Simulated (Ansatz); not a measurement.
Process, species as SMILES: F (HF) → [F-] + H+
B3LYP-D3(BJ)/def2-TZVP geometries, fixed; electronic energies without zero-point terms.
Largest species:
```xyz
2

F      0.0000     0.0000    -0.0925
H      0.0000     0.0000     0.8321
```
Charge 0, spin multiplicity 1.

Basis-set convergence of the deprotonation energy at B3LYP with Ansatz (a first-principles code). Cartesian d functions, on some or all atoms, in 6-31G*; all else is spherical. The program fits the integrals of some runs and decomposes those of others, by size. No added dispersion term, no relativity. Functions are those of the species that has most. Reference: the value in aug-cc-pV5Z, 373.32 kcal/mol, itself unsure by roughly 0.08 kcal/mol (its mean distance from aug-pcseg-3, aug-cc-pVQZ, def2-QZVPPD). Deviations are taken from unrounded values.

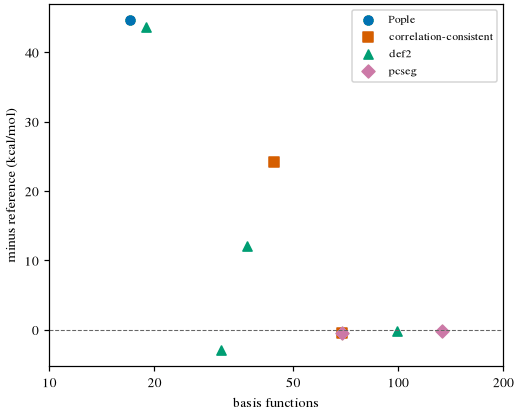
Figure. Deviation from the reference against the number of basis functions, by family of sets.

| basis | functions | deprotonation energy (kcal/mol) | minus reference (kcal/mol) |
|---|---|---|---|
| 6-31G* | 17 | 417.92 | 44.60 |
| def2-SVP | 19 | 416.91 | 43.59 |
| def2-SVPD | 31 | 370.46 | -2.86 |
| def2-TZVP | 37 | 385.37 | 12.05 |
| cc-pVTZ | 44 | 397.46 | 24.14 |
| aug-cc-pVTZ | 69 | 372.88 | -0.44 |
| aug-pcseg-2 | 69 | 372.88 | -0.44 |
| def2-QZVPPD | 99 | 373.19 | -0.13 |
| aug-pcseg-3 | 134 | 373.21 | -0.11 |
